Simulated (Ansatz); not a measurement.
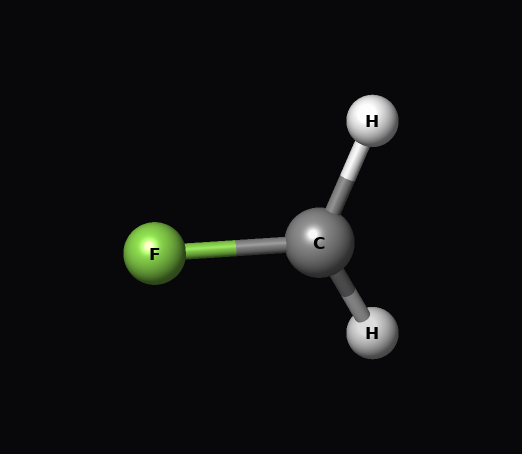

Ball-and-stick drawing of a structure.

State: neutral, doublet. Computed geometry: PBE0-D4/def2-TZVP optimisation.

> Which formula does it have?

CH₂F, 4 atoms: 1 carbon, 2 hydrogen and 1 fluorine.

> Count the bonded pairs by element.

2 C–H, 1 C–F. Sticks follow a distance rule.

The parts below concern this one geometry. Atoms keep their numbers from picture to picture.

**Vibrations**

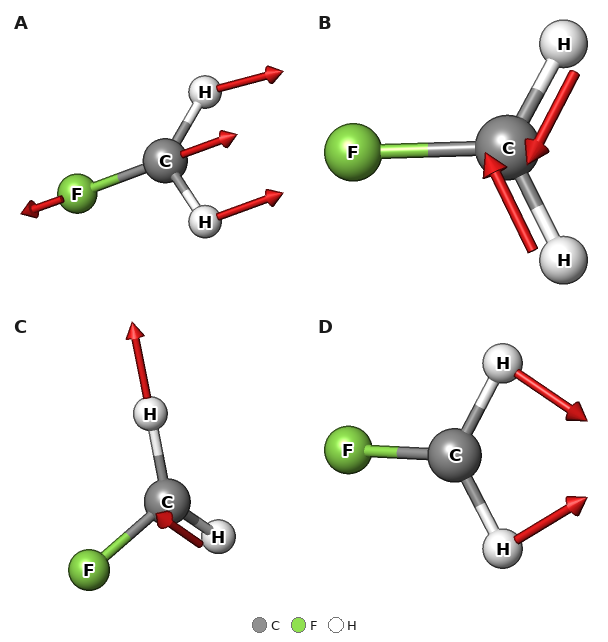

4 normal modes of one molecule or complex, as arrows. Harmonic vibrations computed with UKS PBE0-D4/def2-TZVP (Ansatz 0.2.0) at a stationary point of the same level.

> Match the panels to the wavenumbers 1217 cm⁻¹, 1470 cm⁻¹, 3148 cm⁻¹, 3304 cm⁻¹.

A: 1217 cm⁻¹, C–F stretching
B: 3148 cm⁻¹, in-phase stretching of 2 C–H bonds
C: 3304 cm⁻¹, out-of-phase stretching of 2 C–H bonds
D: 1470 cm⁻¹, H–C–H bending

**Dipole moment**

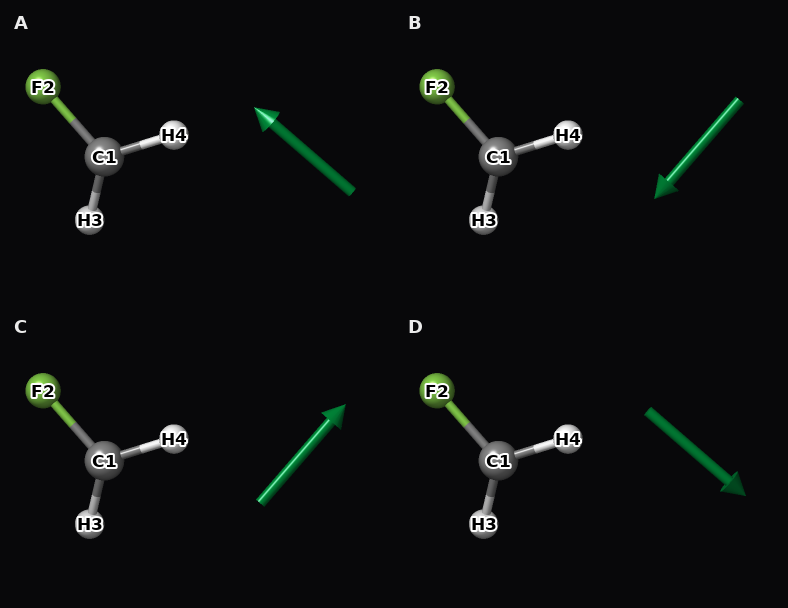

The same molecule four times, each with an arrow. Level of theory: UKS PBE0-D4/def2-TZVP (Ansatz 0.2.0).

> Which arrow points along the dipole moment, from the negative to the positive end?

D. The dipole moment is 1.30 D; it points from the side of F2 to the side of H3, H4 (the outermost atoms at the two ends).

**Charges**

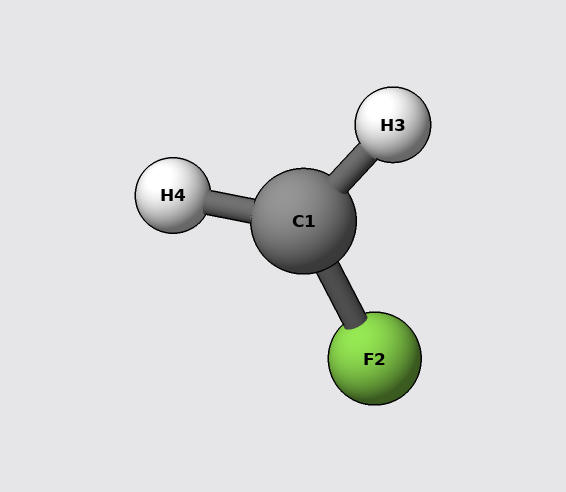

The questions are on Mulliken charges. Properties computed with UKS PBE0-D4/def2-TZVP (Ansatz 0.2.0).

List the Mulliken charges.

| atom | value (e) |
| --- | --- |
| C1 | −0.09 |
| F2 | −0.17 |
| H3 | 0.13 |
| H4 | 0.13 |

Mulliken values depend strongly on the basis set and can even reverse the polarity of a bond.
